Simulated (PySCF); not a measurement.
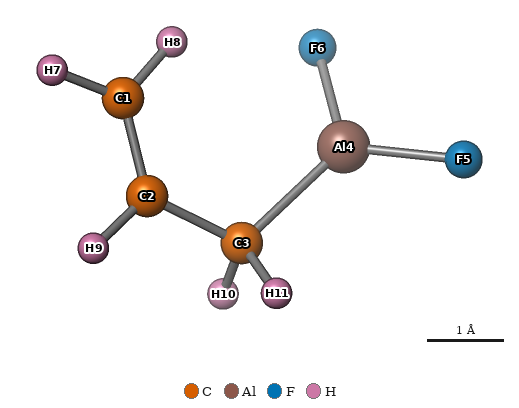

Fig. 1: The input geometry of the first run (ball-and-stick view, seen at a tilt; atoms are numbered from 1 in the order of the input). Sticks mark near contacts. Bond lengths as drawn: Al–C 1.94 Å, Al–F 1.66 Å, C–C 1.34 to 1.50 Å and C–H 1.09 to 1.11 Å.

**C3H5AlF2: one change and its effect**

System: C3H5AlF2.
Method of the first run: GIAO PBE0/6-31G* NMR shielding, non-relativistic, gas phase (PySCF 2.14.0).

The geometry comes from this level: PBE0-D3(BJ)/def2-SVP. Text and figures count atoms from 1; the logs count them from 0 in places.

## Input, the first run
```
{"job": {"kind": "nmr", "xc": "PBE0", "basis": "6-31G*", "pop": true}, "charge": 0, "multiplicity": 1}
C     -1.625646     0.151079     0.605605
C     -0.878985    -0.635375    -0.173248
C      0.606758    -0.532707    -0.368791
Al     1.494940     0.699155     0.838808
F      2.876272     0.264935     1.648264
F      0.942189     2.238693     1.127076
H     -2.705783     0.006599     0.690895
H     -1.197062     0.988728     1.169885
H     -1.382840    -1.436279    -0.731288
H      0.832723    -0.246266    -1.414198
H      1.078972    -1.524316    -0.248632
```

The first line tells a small driver script what to run in PySCF; the rest is the geometry in Å.

Command:
```bash
OMP_NUM_THREADS=1 python <driver script> task.json out
```

Hardware: 1 CPU thread, shared host.

## Output (the first run)
```
coarse grid: 10160 points
cycle   1  E = -558.9782375900  dE =  3.665e-01  |g| = 8.886e-01  |ddm| = 2.892e+00
cycle   2  E = -558.8127105492  dE =  1.655e-01  |g| = 1.361e+00  |ddm| = 1.479e+00
cycle   3  E = -559.1209648437  dE = -3.083e-01  |g| = 9.709e-02  |ddm| = 8.849e-01
cycle   4  E = -559.1231229941  dE = -2.158e-03  |g| = 3.163e-02  |ddm| = 1.149e-01
cycle   5  E = -559.1233653850  dE = -2.424e-04  |g| = 9.701e-03  |ddm| = 3.199e-02
cycle   6  E = -559.1233883146  dE = -2.293e-05  |g| = 2.627e-03  |ddm| = 9.798e-03
cycle   7  E = -559.1233900557  dE = -1.741e-06  |g| = 6.950e-04  |ddm| = 2.607e-03
final grid: 95584 points
cycle   8  E = -559.0951311301  dE = -1.546e-05  |g| = 6.316e-03  |ddm| = 1.523e-02
cycle   9  E = -559.0951266300  dE =  4.500e-06  |g| = 7.793e-03  |ddm| = 1.276e-02
cycle  10  E = -559.0951418916  dE = -1.526e-05  |g| = 9.199e-04  |ddm| = 6.883e-03
cycle  11  E = -559.0951420669  dE = -1.753e-07  |g| = 1.551e-04  |ddm| = 7.573e-04
cycle  12  E = -559.0951420713  dE = -4.403e-09  |g| = 8.379e-05  |ddm| = 1.752e-04
cycle  13  E = -559.0951420729  dE = -1.668e-09  |g| = 1.681e-05  |ddm| = 7.754e-05
cycle  14  E = -559.0951420730  dE = -6.003e-11  |g| = 4.663e-06  |ddm| = 1.650e-05
converged SCF energy = -559.0951420730

GIAO shielding tensors (ppm)
atom      isotropic    diamagn.    paramagn.     s11        s22        s33       span
  0 C       77.596     258.609    -181.014    -24.131    100.538    156.382    180.513
  1 C       65.090     249.650    -184.560    -41.410     66.623    170.057    211.466
  2 C      183.091     247.700     -64.609    169.490    173.892    205.892     36.403
  3 Al     493.596     794.237    -300.642    436.182    474.915    569.690    133.507
  4 F      327.922     466.935    -139.012    239.009    302.888    441.869    202.860
  5 F      322.649     467.624    -144.975    226.711    302.125    439.110    212.399
  6 H       26.906      29.143      -2.237     24.721     25.603     30.393      5.673
  7 H       26.374      32.357      -5.983     24.436     25.398     29.287      4.850
  8 H       25.839      28.452      -2.613     23.388     25.905     28.225      4.837
  9 H       30.513      28.857       1.656     26.657     28.499     36.382      9.725
 10 H       30.773      28.867       1.906     26.521     29.311     36.487      9.965
```

The input of the second run differs as follows (lines with − go, lines with + come):
```diff
-"basis": "6-31G*"
+"basis": "cc-pVDZ"
```

Predict how the results change.

The total energy of the second run is 18.7 kcal/mol lower, which measures the change of basis and not a stability. The HOMO goes from −7.50 to −7.69 eV. The LUMO goes from −0.19 to −0.40 eV. The dipole moment goes from 2.34 to 2.56 D. Of all shieldings, the largest change is that of Al4, by +6.6 ppm. The number of SCF iterations is the same. The basis functions go from 98 to 113.

## Output (the second run)
```
coarse grid: 10160 points
cycle   1  E = -558.9734905580  dE =  4.076e-01  |g| = 8.704e-01  |ddm| = 5.916e+00
cycle   2  E = -558.7918588448  dE =  1.816e-01  |g| = 1.385e+00  |ddm| = 3.416e+00
cycle   3  E = -559.1134436824  dE = -3.216e-01  |g| = 9.613e-02  |ddm| = 1.983e+00
cycle   4  E = -559.1155632994  dE = -2.120e-03  |g| = 3.496e-02  |ddm| = 2.249e-01
cycle   5  E = -559.1158611972  dE = -2.979e-04  |g| = 1.017e-02  |ddm| = 6.552e-02
cycle   6  E = -559.1158859541  dE = -2.476e-05  |g| = 2.953e-03  |ddm| = 1.742e-02
cycle   7  E = -559.1158881608  dE = -2.207e-06  |g| = 6.628e-04  |ddm| = 4.723e-03
final grid: 95584 points
cycle   8  E = -559.1249659827  dE = -2.016e-05  |g| = 6.229e-03  |ddm| = 4.478e-02
cycle   9  E = -559.1249615923  dE =  4.390e-06  |g| = 7.525e-03  |ddm| = 2.418e-02
cycle  10  E = -559.1249765866  dE = -1.499e-05  |g| = 9.351e-04  |ddm| = 1.339e-02
cycle  11  E = -559.1249767687  dE = -1.820e-07  |g| = 1.902e-04  |ddm| = 1.502e-03
cycle  12  E = -559.1249767762  dE = -7.532e-09  |g| = 7.787e-05  |ddm| = 3.346e-04
cycle  13  E = -559.1249767776  dE = -1.380e-09  |g| = 1.827e-05  |ddm| = 1.328e-04
cycle  14  E = -559.1249767776  dE = -7.208e-11  |g| = 4.917e-06  |ddm| = 2.780e-05
converged SCF energy = -559.1249767776

GIAO shielding tensors (ppm)
atom      isotropic    diamagn.    paramagn.     s11        s22        s33       span
  0 C       75.666     256.574    -180.907    -29.956     97.396    159.559    189.514
  1 C       61.713     250.832    -189.119    -48.892     62.428    171.601    220.493
  2 C      184.367     243.655     -59.288    168.919    174.041    210.142     41.222
  3 Al     500.232     798.452    -298.220    450.106    476.459    574.130    124.025
  4 F      326.372     468.184    -141.812    234.883    304.319    439.915    205.032
  5 F      320.725     469.387    -148.662    222.967    305.983    433.225    210.258
  6 H       26.088      29.016      -2.928     23.713     24.899     29.652      5.939
  7 H       25.556      33.070      -7.513     23.433     24.242     28.994      5.561
  8 H       25.187      29.564      -4.377     23.094     24.763     27.704      4.609
  9 H       29.789      28.631       1.158     25.919     27.836     35.612      9.694
 10 H       30.046      28.623       1.423     25.790     28.521     35.827     10.037
```

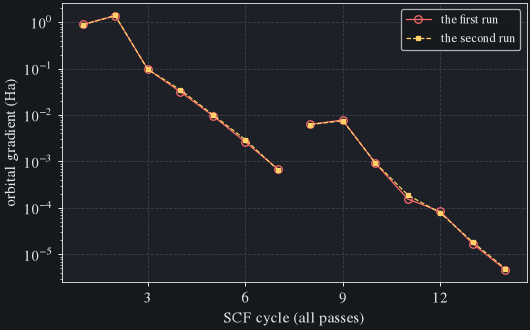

Fig. 2: Convergence of the two runs: orbital gradient against the SCF cycle. A break in a curve parts two SCF passes (coarse and final grid). The first run takes 14 cycles in all, and the second run takes 14.

## The two runs side by side

| quantity | the first run | the second run |
| --- | --- | --- |
| outcome | converged | converged |
| total energy (hartree) | −559.095142 | −559.124977 |
| HOMO (eV) | −7.50 | −7.69 |
| LUMO (eV) | −0.19 | −0.40 |
| dipole moment (D) | 2.34 | 2.56 |
| shielding of C1 (ppm) | 77.6 | 75.7 |
| shielding of C2 (ppm) | 65.1 | 61.7 |
| shielding of C3 (ppm) | 183.1 | 184.4 |
| shielding of Al4 (ppm) | 493.6 | 500.2 |
| shielding of F5 (ppm) | 327.9 | 326.4 |
| shielding of F6 (ppm) | 322.6 | 320.7 |
| shielding of H7 (ppm) | 26.9 | 26.1 |
| SCF iterations | 14 | 14 |
| basis functions | 98 | 113 |
| wall time (shared host) | 8.2 s | 9.8 s |
